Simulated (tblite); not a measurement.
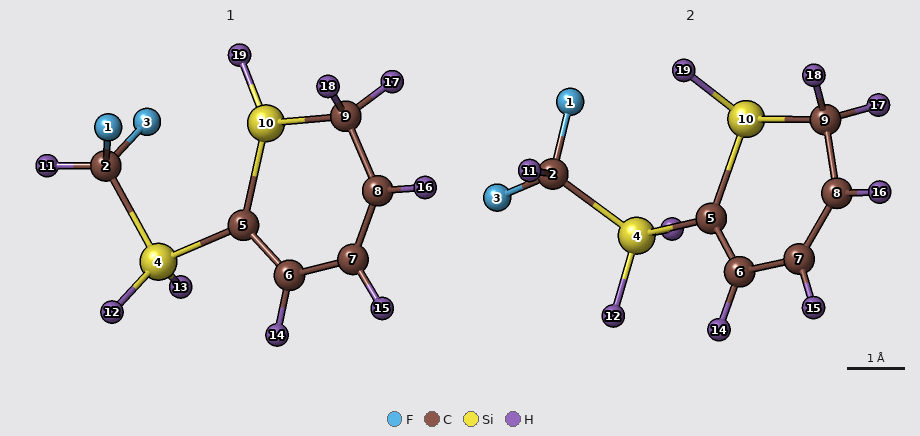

Two geometries of C₆H₉F₂Si₂ (charge +1), drawn at one scale. One is the start of a relaxation, the other its converged end. The picture is a ball-and-stick view, seen at a tilt.

Theory: tblite 0.8.0, GFN2-xTB geometry optimisation, gas phase. 

> Which of the two is the end point?

Structure 1 is the relaxed one. The atom that moves furthest after the best rigid fit is F3 (2.36 Å). Largest moves by element: F 2.36 Å, H 1.50 Å, Si 0.63 Å, C 0.40 Å. Near-neighbour distances that change, for instance: C2–Si4 1.847 → 1.945 Å, Si4–C5 1.856 → 1.920 Å, Si10–H19 1.482 → 1.449 Å, Si4–H13 1.487 → 1.457 Å. Bond angles that change, for instance: C5–Si10–H19 107.6° → 133.4°, C2–Si4–C5 114.7° → 98.0°, H12–Si4–H13 106.4° → 118.3°. Groups turn about C2–Si4 by about 115°, Si4–C5 by about 40°. Over 169 geometry steps the energy falls by 31.4 kcal/mol.
